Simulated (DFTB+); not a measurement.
# C₅H₆ (charge +1): geometry relaxation

The run: geometry relaxation of C₅H₆, charge +1, multiplicity 2. Method and program: DFTB2, R-SCC (DFTB+ 25.1).

The geometry comes from this level: GFN2-xTB.

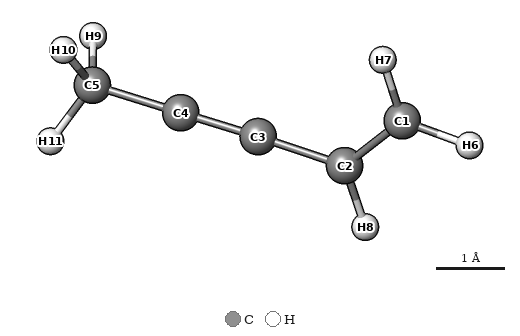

**Figure 1.** The starting structure (ball-and-stick view, seen at a tilt; atoms are numbered from 1 in the order of the input).

### Input (dftb_in.hsd)
```
# DFTB2 geometry optimisation
Geometry = xyzFormat {
  <<< "input.xyz"
}
Driver = GeometryOptimisation {
  Optimiser = Rational {}
  MaxSteps = 100
  Convergence = {
    GradElem = 0.001
  }
  AppendGeometries = Yes
}
Hamiltonian = DFTB {
  SCC = Yes
  SlaterKosterFiles = Type2FileNames {
    Prefix = "slakos/"
    Separator = ""
    Suffix = ".spl"
    LowerCaseTypeName = Yes
  }
  MaxAngularMomentum = {
    C = "p"
    H = "s"
  }
  Charge = 1
  Filling = Fermi {
    Temperature [K] = 300
  }
  SpinPolarisation = Colinear {
    UnpairedElectrons = 1
  }
  SpinConstants = {
    ShellResolvedSpin = No
    C = 0.0
    H = 0.0
  }
}
Analysis = {
  PrintForces = Yes
}
Options = {
  WriteResultsTag = Yes
}
ParserOptions = {
  ParserVersion = 14
}
```

### File input.xyz
```
11

C     -1.789700    -0.789760     1.584800
C     -0.944490    -1.212150     0.599160
C     -0.070040    -0.363520    -0.046100
C      0.724940     0.361450    -0.642630
C      1.619990     1.201910    -1.322360
H     -2.461630    -1.481210     2.069740
H     -1.815950     0.240970     1.907240
H     -0.935110    -2.251360     0.284590
H      2.550930     1.278670    -0.739080
H      1.230230     2.221940    -1.396380
H      1.890840     0.793070    -2.298980
```

Run on 1 thread of AMD EPYC (Zen 3), 24 GiB of memory available, shared host.

Launched with:
```bash
dftb+ > dftb.out
```

### What the program printed
```
|  DFTB+ development version (commit: a23bfb2)

Reading input file 'dftb_in.hsd'
Parser version: 14

--------------------------------------------------------------------------------
Reading SK-files:
./slakos/cc.spl
./slakos/ch.spl
./slakos/hh.spl
Done.

Processed input in HSD format written to 'dftb_pin.hsd'

Starting initialization...
--------------------------------------------------------------------------------
WARNING!
-> Dipole printed for a charged system : origin dependent quantity
OpenMP threads:              1
Chosen random seed:          197222842
Current stacksize:           unlimited
Mode:                        Geometry optimisation relaxation
Self consistent charges:     Yes
SCC-tolerance:                 0.100000E-04
Max. scc iterations:                    100
Shell resolved Hubbard:      No
Spin polarisation:           Yes
Nr. of up electrons:            13.000000
Nr. of down electrons:          12.000000
Periodic boundaries:         No
Electronic solver:           Relatively robust
Mixer:                       Broyden mixer
Mixing parameter:                  0.200000
Nr. of chrg. vec. in memory:            100
Max. SCC-cycles:                        100
Max. nr. of geometry steps:             100
Electronic temperature:              0.950045E-03 H      0.258520E-01 eV
Initial charges:             Set automatically (system chrg:   0.100E+01)
Included shells:             C:  s, p
                             H:  s
Spin coupling constants:     C   1(s)-1(s):   0.000000E+00
                             C   1(s)-2(p):   0.000000E+00
                             C   2(p)-1(s):   0.000000E+00
                             C   2(p)-2(p):   0.000000E+00
                             H   1(s)-1(s):   0.000000E+00
Extra options:
                             Mulliken analysis
                             Force calculation
Force type                   original

--------------------------------------------------------------------------------

***  Geometry step: 0

 iSCC Total electronic   Diff electronic      SCC error
    1   -0.10783943E+02    0.00000000E+00    0.53142572E+00
    2   -0.10747910E+02   -0.10783943E+02    0.30622014E+00
    3   -0.10795159E+02    0.36032452E-01    0.98400302E-01
    4   -0.10799847E+02   -0.47248655E-01    0.27094441E-01
    5   -0.10800634E+02   -0.46876196E-02    0.19707455E-01
    6   -0.10800669E+02   -0.78749539E-03    0.38885377E-02
    7   -0.10800671E+02   -0.35006147E-04    0.23345591E-02
    8   -0.10800672E+02   -0.20517493E-05    0.15915770E-02
    9   -0.10800672E+02   -0.95705423E-06    0.12751503E-02
   10   -0.10800673E+02   -0.13536089E-06    0.29448957E-03
   11   -0.10800673E+02   -0.12191490E-06    0.18492720E-03
   12   -0.10800673E+02   -0.52258429E-08    0.11252148E-04
   13   -0.10800673E+02    0.11683632E-09    0.99660187E-06

Total Energy:                      -10.4189594068 H         -283.5143 eV
Extrapolated to 0K:                -10.4189601883 H         -283.5143 eV
Total Mermin free energy:          -10.4189609698 H         -283.5144 eV
Force related energy:              -10.4189609698 H         -283.5144 eV

total energy  -1.0418961E+01 H       energy change -1.0418961E+01 H
gradient norm  3.4018412E-02 H/a0    max. gradient  1.4075702E-02 H/a0
step length    0.0000000E+00 a0      max. step      0.0000000E+00 a0

--------------------------------------------------------------------------------

***  Geometry step: 1

 iSCC Total electronic   Diff electronic      SCC error
    1   -0.10790368E+02    0.00000000E+00    0.42342407E-02
    2   -0.10790374E+02    0.10304562E-01    0.25707421E-02
    3   -0.10790374E+02   -0.59706751E-05    0.20742375E-02
    4   -0.10790375E+02   -0.49567632E-06    0.19199812E-03
    5   -0.10790375E+02   -0.72222633E-07    0.42977767E-04
    6   -0.10790375E+02   -0.71516109E-08    0.16202203E-04
    7   -0.10790375E+02    0.28361313E-09    0.53597504E-05

Total Energy:                      -10.4199176635 H         -283.5404 eV
Extrapolated to 0K:                -10.4199183766 H         -283.5404 eV
Total Mermin free energy:          -10.4199190897 H         -283.5404 eV
Force related energy:              -10.4199190897 H         -283.5404 eV

total energy  -1.0419919E+01 H       energy change -9.5811988E-04 H
gradient norm  2.4152597E-02 H/a0    max. gradient  1.1373461E-02 H/a0
step length    3.4018412E-02 a0      max. step      1.4075702E-02 a0

--------------------------------------------------------------------------------

***  Geometry step: 2

 iSCC Total electronic   Diff electronic      SCC error
    1   -0.10764049E+02    0.00000000E+00    0.60494344E-02
    2   -0.10764054E+02    0.26325482E-01    0.44245111E-02
    3   -0.10764054E+02   -0.47679816E-05    0.26153967E-02
    4   -0.10764054E+02    0.57896692E-08    0.34309992E-03
    5   -0.10764054E+02   -0.53768387E-06    0.84585284E-04
    6   -0.10764054E+02   -0.22394433E-07    0.25838903E-04
    7   -0.10764054E+02    0.46026472E-09    0.12706204E-04
    8   -0.10764054E+02    0.42321702E-09    0.11207667E-05

Total Energy:                      -10.4211114289 H         -283.5729 eV
Extrapolated to 0K:                -10.4211122255 H         -283.5729 eV
Total Mermin free energy:          -10.4211130220 H         -283.5729 eV
Force related energy:              -10.4211130220 H         -283.5729 eV

total energy  -1.0421113E+01 H       energy change -1.1939324E-03 H
gradient norm  1.2061764E-02 H/a0    max. gradient  4.5570490E-03 H/a0
step length    8.9415073E-02 a0      max. step      4.0182988E-02 a0

--------------------------------------------------------------------------------

***  Geometry step: 3

 iSCC Total electronic   Diff electronic      SCC error
    1   -0.10758103E+02    0.00000000E+00    0.32135624E-02
    2   -0.10758103E+02    0.59516492E-02    0.20722254E-02
    3   -0.10758103E+02   -0.52970431E-06    0.53578907E-03
    4   -0.10758103E+02   -0.26853467E-07    0.17212958E-03
    5   -0.10758103E+02   -0.36367425E-07    0.23884907E-04
    6   -0.10758103E+02   -0.98318278E-08    0.84686719E-05

Total Energy:                      -10.4212443319 H         -283.5765 eV
Extrapolated to 0K:                -10.4212450943 H         -283.5765 eV
Total Mermin free energy:          -10.4212458566 H         -283.5765 eV
Force related energy:              -10.4212458566 H         -283.5765 eV

total energy  -1.0421246E+01 H       energy change -1.3283460E-04 H
gradient norm  8.5701025E-03 H/a0    max. gradient  2.5764013E-03 H/a0
step length    2.2106670E-02 a0      max. step      1.1493916E-02 a0

--------------------------------------------------------------------------------

***  Geometry step: 4

 iSCC Total electronic   Diff electronic      SCC error
    1   -0.10756237E+02    0.00000000E+00    0.21383995E-02
    2   -0.10756237E+02    0.18665927E-02    0.13506777E-02
    3   -0.10756237E+02   -0.35919403E-06    0.44646868E-03
    4   -0.10756237E+02   -0.10027151E-07    0.13264091E-03
    5   -0.10756237E+02   -0.23756368E-07    0.10530463E-04
    6   -0.10756237E+02   -0.33798795E-08    0.52591746E-05

Total Energy:                      -10.4213245615 H         -283.5787 eV
Extrapolated to 0K:                -10.4213253282 H         -283.5787 eV
Total Mermin free energy:          -10.4213260949 H         -283.5787 eV
Force related energy:              -10.4213260949 H         -283.5787 eV

total energy  -1.0421326E+01 H       energy change -8.0238231E-05 H
gradient norm  8.2662541E-03 H/a0    max. gradient  2.7644611E-03 H/a0
step length    2.1208481E-02 a0      max. step      9.5221758E-03 a0

--------------------------------------------------------------------------------

***  Geometry step: 5

 iSCC Total electronic   Diff electronic      SCC error
    1   -0.10753415E+02    0.00000000E+00    0.24932223E-02
    2   -0.10753418E+02    0.28222533E-02    0.10373342E-02
    3   -0.10753418E+02   -0.32322316E-05    0.37190769E-03
    4   -0.10753418E+02   -0.29763422E-06    0.61804042E-04
    5   -0.10753418E+02   -0.45550017E-08    0.19300329E-04
    6   -0.10753418E+02   -0.34956216E-09    0.76240718E-05

Total Energy:                      -10.4213823126 H         -283.5802 eV
Extrapolated to 0K:                -10.4213831478 H         -283.5803 eV
Total Mermin free energy:          -10.4213839830 H         -283.5803 eV
Force related energy:              -10.4213839830 H         -283.5803 eV

total energy  -1.0421384E+01 H       energy change -5.7888103E-05 H
gradient norm  9.1203433E-03 H/a0    max. gradient  2.9408389E-03 H/a0
step length    2.0037416E-02 a0      max. step      7.2720132E-03 a0

--------------------------------------------------------------------------------

***  Geometry step: 6

 iSCC Total electronic   Diff electronic      SCC error
    1   -0.10754188E+02    0.00000000E+00    0.40261725E-03
    2   -0.10754188E+02   -0.76952112E-03    0.25329902E-03
    3   -0.10754188E+02   -0.15136375E-06    0.14041692E-03
    4   -0.10754188E+02   -0.61259902E-07    0.79515827E-04
    5   -0.10754188E+02   -0.10241425E-08    0.29625214E-04
    6   -0.10754188E+02    0.12212400E-08    0.37319921E-05

Total Energy:                      -10.4214565203 H         -283.5823 eV
Extrapolated to 0K:                -10.4214573667 H         -283.5823 eV
Total Mermin free energy:          -10.4214582132 H         -283.5823 eV
Force related energy:              -10.4214582132 H         -283.5823 eV

total energy  -1.0421458E+01 H       energy change -7.4230187E-05 H
gradient norm  7.3578865E-03 H/a0    max. gradient  2.7862058E-03 H/a0
step length    1.8346737E-02 a0      max. step      8.4156056E-03 a0

--------------------------------------------------------------------------------

***  Geometry step: 7

 iSCC Total electronic   Diff electronic      SCC error
    1   -0.10754927E+02    0.00000000E+00    0.21254000E-02
    2   -0.10754928E+02   -0.73909508E-03    0.15072784E-02
    3   -0.10754929E+02   -0.12325534E-05    0.50545938E-03
    4   -0.10754929E+02   -0.45736100E-06    0.15785419E-03
    5   -0.10754929E+02   -0.60398833E-08    0.37913382E-04
    6   -0.10754929E+02   -0.64852177E-08    0.88951300E-05

Total Energy:                      -10.4215664640 H         -283.5853 eV
Extrapolated to 0K:                -10.4215673758 H         -283.5853 eV
Total Mermin free energy:          -10.4215682875 H         -283.5853 eV
Force related energy:              -10.4215682875 H         -283.5853 eV

total energy  -1.0421568E+01 H       energy change -1.1007435E-04 H
gradient norm  3.6719158E-03 H/a0    max. gradient  1.3106974E-03 H/a0
step length    4.5738301E-02 a0      max. step      2.1555054E-02 a0

--------------------------------------------------------------------------------

***  Geometry step: 8

 iSCC Total electronic   Diff electronic      SCC error
    1   -0.10754321E+02    0.00000000E+00    0.76613329E-03
    2   -0.10754321E+02    0.60813878E-03    0.62245390E-03
    3   -0.10754321E+02   -0.40441309E-07    0.17953816E-03
    4   -0.10754321E+02   -0.81489429E-08    0.44244133E-04
    5   -0.10754321E+02   -0.60080900E-08    0.12380063E-04
    6   -0.10754321E+02    0.56099303E-09    0.16332502E-05

Total Energy:                      -10.4215783820 H         -283.5856 eV
Extrapolated to 0K:                -10.4215793063 H         -283.5856 eV
Total Mermin free energy:          -10.4215802306 H         -283.5856 eV
Force related energy:              -10.4215802306 H         -283.5856 eV

total energy  -1.0421580E+01 H       energy change -1.1943115E-05 H
gradient norm  2.0457480E-03 H/a0    max. gradient  7.3069153E-04 H/a0
step length    9.0601816E-03 a0      max. step      4.0588270E-03 a0

Geometry converged

--------------------------------------------------------------------------------
--------------------------------------------------------------------------------
SCC                                    +       0.07 ( 84.4%)       0.10 ( 89.7%)
Post-SCC processing                    +       0.01 ( 12.3%)       0.01 (  8.5%)
--------------------------------------------------------------------------------
Missing                                +       0.00 (  3.3%)       0.00 (  1.7%)
Total                                  =       0.08 (100.0%)       0.12 (100.0%)
--------------------------------------------------------------------------------
```

### Trajectory as extended XYZ (Å, eV, eV/Å), 9 frames, from step=0 to step=8
```
11
Properties=species:S:1:pos:R:3 step=0 energy=-283.51437
C    -1.7897   -0.7898    1.5848
C    -0.9445   -1.2122    0.5992
C    -0.0700   -0.3635   -0.0461
C     0.7249    0.3614   -0.6426
C     1.6200    1.2019   -1.3224
H    -2.4616   -1.4812    2.0697
H    -1.8159    0.2410    1.9072
H    -0.9351   -2.2514    0.2846
H     2.5509    1.2787   -0.7391
H     1.2302    2.2219   -1.3964
H     1.8908    0.7931   -2.2990
11
Properties=species:S:1:pos:R:3 step=1 energy=-283.54044
C    -1.7926   -0.7881    1.5881
C    -0.9465   -1.2183    0.5994
C    -0.0720   -0.3634   -0.0438
C     0.7259    0.3621   -0.6438
C     1.6274    1.2084   -1.3269
H    -2.4649   -1.4850    2.0720
H    -1.8158    0.2461    1.9086
H    -0.9356   -2.2577    0.2833
H     2.5537    1.2787   -0.7374
H     1.2291    2.2246   -1.3975
H     1.8913    0.7927   -2.3021
11
Properties=species:S:1:pos:R:3 step=2 energy=-283.57293
C    -1.7991   -0.7873    1.5945
C    -0.9551   -1.2315    0.6043
C    -0.0742   -0.3602   -0.0398
C     0.7300    0.3652   -0.6483
C     1.6425    1.2208   -1.3348
H    -2.4748   -1.4952    2.0793
H    -1.8152    0.2612    1.9126
H    -0.9378   -2.2789    0.2795
H     2.5641    1.2793   -0.7319
H     1.2259    2.2343   -1.4021
H     1.8937    0.7923   -2.3131
11
Properties=species:S:1:pos:R:3 step=3 energy=-283.57655
C    -1.8021   -0.7877    1.5974
C    -0.9547   -1.2324    0.6036
C    -0.0748   -0.3595   -0.0387
C     0.7306    0.3655   -0.6492
C     1.6436    1.2215   -1.3351
H    -2.4776   -1.4970    2.0816
H    -1.8150    0.2634    1.9131
H    -0.9391   -2.2850    0.2791
H     2.5683    1.2801   -0.7306
H     1.2258    2.2376   -1.4044
H     1.8951    0.7934   -2.3167
11
Properties=species:S:1:pos:R:3 step=4 energy=-283.57873
C    -1.8038   -0.7893    1.5984
C    -0.9552   -1.2325    0.6041
C    -0.0742   -0.3577   -0.0385
C     0.7299    0.3644   -0.6493
C     1.6437    1.2212   -1.3347
H    -2.4809   -1.4981    2.0846
H    -1.8149    0.2639    1.9132
H    -0.9410   -2.2901    0.2798
H     2.5727    1.2814   -0.7301
H     1.2267    2.2407   -1.4075
H     1.8970    0.7961   -2.3202
11
Properties=species:S:1:pos:R:3 step=5 energy=-283.58031
C    -1.8047   -0.7913    1.5985
C    -0.9554   -1.2322    0.6044
C    -0.0755   -0.3579   -0.0369
C     0.7308    0.3646   -0.6504
C     1.6429    1.2200   -1.3335
H    -2.4839   -1.4983    2.0876
H    -1.8149    0.2622    1.9129
H    -0.9433   -2.2928    0.2815
H     2.5763    1.2829   -0.7306
H     1.2287    2.2428   -1.4110
H     1.8990    0.7999   -2.3226
11
Properties=species:S:1:pos:R:3 step=6 energy=-283.58233
C    -1.8055   -0.7935    1.5986
C    -0.9558   -1.2330    0.6045
C    -0.0758   -0.3574   -0.0362
C     0.7302    0.3635   -0.6505
C     1.6430    1.2196   -1.3328
H    -2.4861   -1.4974    2.0900
H    -1.8151    0.2590    1.9123
H    -0.9456   -2.2930    0.2839
H     2.5785    1.2844   -0.7322
H     1.2315    2.2433   -1.4142
H     1.9008    0.8044   -2.3236
11
Properties=species:S:1:pos:R:3 step=7 energy=-283.58532
C    -1.8077   -0.7991    1.5988
C    -0.9578   -1.2359    0.6057
C    -0.0773   -0.3570   -0.0338
C     0.7295    0.3611   -0.6511
C     1.6452    1.2204   -1.3326
H    -2.4914   -1.4951    2.0959
H    -1.8158    0.2510    1.9110
H    -0.9510   -2.2930    0.2900
H     2.5822    1.2879   -0.7370
H     1.2389    2.2435   -1.4219
H     1.9052    0.8158   -2.3250
11
Properties=species:S:1:pos:R:3 step=8 energy=-283.58564
C    -1.8087   -0.8000    1.5994
C    -0.9584   -1.2367    0.6062
C    -0.0776   -0.3571   -0.0335
C     0.7299    0.3610   -0.6516
C     1.6463    1.2212   -1.3331
H    -2.4924   -1.4950    2.0970
H    -1.8160    0.2498    1.9110
H    -0.9520   -2.2935    0.2910
H     2.5823    1.2885   -0.7383
H     1.2403    2.2433   -1.4230
H     1.9062    0.8179   -2.3251
```

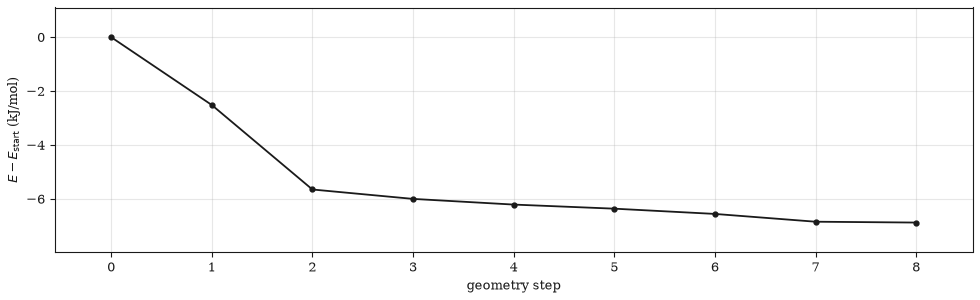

**Figure 2.** Progress of the relaxation, step by step (steps are counted from 0).

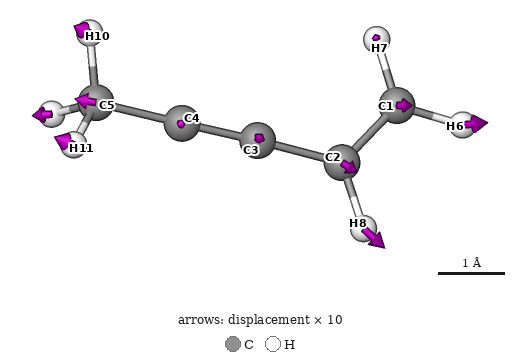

**Figure 3.** The starting structure with the displacements as pink arrows, magnified 10 times (ball-and-stick view, seen at a tilt). The two geometries are laid on each other by the best rigid fit. Over 8 geometry steps the energy falls by 6.88 kJ/mol. The atom that moves furthest after the best rigid fit is H8 (0.046 Å). Largest moves by element: H 0.046 Å, C 0.034 Å. Distances before and after: C4–C5 1.403 → 1.430 Å, C2–C3 1.379 → 1.400 Å, C2–H8 1.086 → 1.103 Å, C1–H6 1.079 → 1.095 Å. (Atoms are counted from 1 in the order of the input.)

### Key numbers

```json
{"quantity": "outcome", "value": "converged"}
{"quantity": "Mermin free energy", "value": "−10.421580 hartree"}
{"quantity": "basis functions", "value": "26"}
{"quantity": "largest force", "value": "0.049 eV/Å"}
{"quantity": "peak memory", "value": "0.071 GiB"}
```

### Remarks

Settings chosen away from the usual ones: optimiser. Further notes kept with the run: no spin polarisation.
